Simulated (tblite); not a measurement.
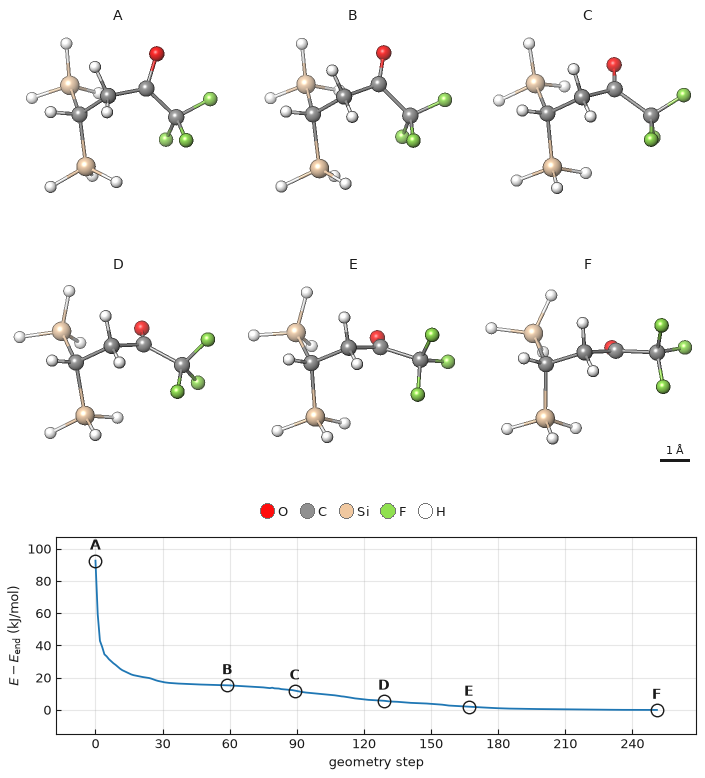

Frames of a relaxation of C$_{4}$H$_{9}$F$_{3}$OSi$_{2}$, marked on the history of the run. The picture is a ball-and-stick view, seen from a free direction.

Computed with GFN2-xTB geometry optimisation, gas phase in tblite 0.8.0. 

What happens along the run?

Answer. After 251 geometry steps the energy has fallen by 92.6 kJ/mol. The atom that moves furthest after the best rigid fit is the O atom (2.43 Å). By element the largest moves are O 2.43 Å, F 2.27 Å, H 1.28 Å, C 0.87 Å, Si 0.39 Å. Among the contacts that change: C–C 1.487 → 1.557 Å, C–Si 1.843 → 1.909 Å, C–O 1.261 → 1.198 Å, C–F 1.387 → 1.329 Å. Bond angles that change, for instance: C–C–C 128.1° → 113.5°, O–C–C 117.9° → 126.4°, C–C–C 118.2° → 112.0°. Groups turn about C–C by about 125°, C–C by about 95°, C–Si by about 50°. From step 0 to 59: the O atom moves most (0.63 Å), energy −77.3 kJ/mol. From step 59 to 89: H atoms move most (0.85 Å), energy −3.29 kJ/mol. From step 89 to 129: an H atom moves most (0.67 Å), energy −6.32 kJ/mol. From step 129 to 167: an F atom moves most (0.88 Å), energy −3.73 kJ/mol. From step 167 to 251: an F atom moves most (0.51 Å), energy −1.96 kJ/mol.

| step | E − E(0), kJ/mol |
| --- | --- |
| 0 | 0.00 |
| 1 | -33.22 |
| 2 | -49.75 |
| 3 | -53.55 |
| 4 | -58.13 |
| 5 | -59.40 |
| 6 | -61.13 |
| 7 | -62.36 |
| 8 | -63.65 |
| 9 | -64.68 |
| 10 | -65.87 |
| 23 | -72.58 |
| 35 | -76.09 |
| 48 | -76.91 |
| 61 | -77.50 |
| 73 | -78.50 |
| 86 | -80.12 |
| 99 | -82.52 |
| 111 | -84.33 |
| 124 | -86.53 |
| 137 | -87.83 |
| 150 | -88.85 |
| 162 | -90.27 |
| 175 | -91.20 |
| 188 | -91.86 |
| 200 | -92.11 |
| 213 | -92.20 |
| 226 | -92.40 |
| 238 | -92.59 |
| 251 | -92.64 |
